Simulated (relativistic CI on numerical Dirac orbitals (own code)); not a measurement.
# Run report: Ga³⁺, relativistic CI calculation

System: Ga³⁺.
Method: Dirac-Coulomb-Breit CI, KLI orbitals optimised for each configuration, model QED (radiative potential, 1s self-energy scaled to tabulated hydrogen-like ionisation energies), valence Slater integrals scaled by 0.85, P86 correlation energy added to each configuration (relativistic CI on numerical Dirac orbitals, in-house).

Summary:

```
           quantity                      value
            outcome                  converged
       lowest level                   3d¹⁰ ¹S₀
first excited level   3d⁹ 4s ³D₃, 145,221 cm⁻¹
  ionisation energy                  62.162 eV
    levels computed                        527
     SCF iterations                        185
           hardware  1 CPU thread, shared host
          wall time                      1.8 s
```

Remarks:

Limits: near-neutral ion: configurations can be misplaced by up to about 10000 cm⁻¹, over 20000 where the f count changes; rates and lifetimes follow the computed energies and can be off by orders of magnitude; only a limited list of configurations is included, so lower levels can be missing; only lines among the lowest 324 of 527 levels are drawn, so those from 3d⁸ 4p² are incomplete.

The input:
```
atom Ga  Z=31  charge=3  electrons=28
nucleus A=69  rms_radius_fm=3.9973
hamiltonian dirac-coulomb  breit=on  qed=on  c_scale=1
orbitals kli  potential=per-configuration
slater_scale 0.85
correlation p86
mixing on
configurations
  [Ar] 3d10
  [Ar] 3d9 4s
  [Ar] 3d9 4p
  [Ar] 3d9 4d
  [Ar] 3d9 5s
  [Ar] 3d8 4s2
  [Ar] 3d9 5p
  [Ar] 3d9 4f
  [Ar] 3d9 5d
  [Ar] 3d9 6s
  [Ar] 3d8 4s 4p
  [Ar] 3d9 6p
  [Ar] 3d9 5f
  [Ar] 3d9 5g
  [Ar] 3d9 6d
  [Ar] 3d9 6f
  [Ar] 3d8 4p2
  [Ar] 3d8 4s 4d
end
```

Launched within a batch (the task file carries these settings):
```bash
python <driver script> task.json out
```

The program writes its results to a structured record and prints no log; tables and figures of this report are taken from that record.

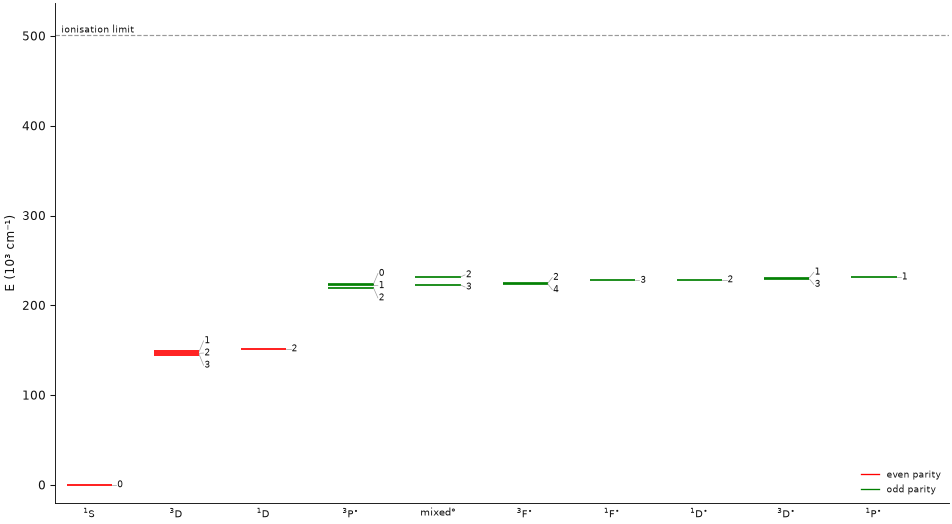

Level diagram of Ga³⁺. The lowest level is 3d¹⁰ ¹S₀. The first excited level, 3d⁹ 4s ³D₃, lies at 145,000 cm⁻¹. The lowest level of opposite parity, 3d⁹ 4p ³P°₂, is at 219,000 cm⁻¹. The levels are in intermediate coupling, nearer LS (mean leading weight 85 % in LS and 77 % in jj).

| Configuration | Level | E (cm⁻¹) |
| --- | --- | --- |
| 3d¹⁰ | ¹S₀ | 0 |
| 3d⁹ 4s | ³D₃ | 145,200 |
| 3d⁹ 4s | ³D₂ | 146,600 |
| 3d⁹ 4s | ³D₁ | 148,700 |
| 3d⁹ 4s | ¹D₂ | 151,400 |
| 3d⁹ 4p | ³P°₂ | 219,300 |
| 3d⁹ 4p | ³P°₁ | 222,200 |
| 3d⁹ 4p | [(3d₅/₂)⁵ 4p₁/₂] J = 3 | 222,500 |
| 3d⁹ 4p | ³F°₄ | 223,600 |
| 3d⁹ 4p | ³P°₀ | 224,000 |
| 3d⁹ 4p | ³F°₂ | 224,800 |
| 3d⁹ 4p | ¹F°₃ | 227,700 |
| 3d⁹ 4p | ¹D°₂ | 228,300 |
| 3d⁹ 4p | ³D°₃ | 229,200 |
| 3d⁹ 4p | ³D°₁ | 230,900 |
| 3d⁹ 4p | ¹P°₁ | 231,500 |
| 3d⁹ 4p | [(3d₃/₂)³ 4p₃/₂] J = 2 | 231,700 |

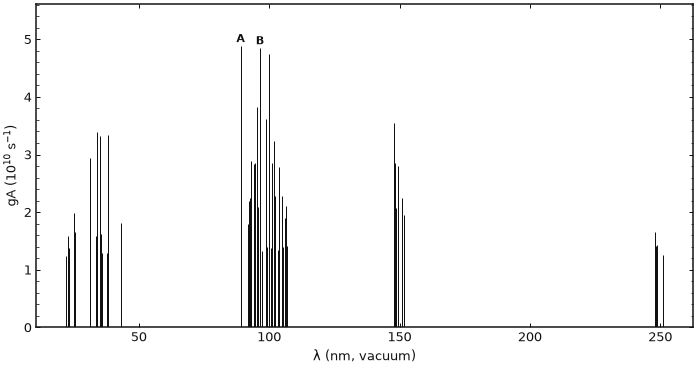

The stronger electric dipole lines (weighted rates gA) for Ga³⁺. A: 3d⁸ 4s 4p ¹G°₄ → 3d⁸ 4s² ¹G₄, 89.15 nm, gA = 4.9×10¹⁰ s⁻¹; B: 3d⁸ 4s 4p ¹H°₅ → 3d⁸ 4s² ¹G₄, 96.42 nm, gA = 4.8×10¹⁰ s⁻¹. The strongest, A, lies in the extreme ultraviolet region.
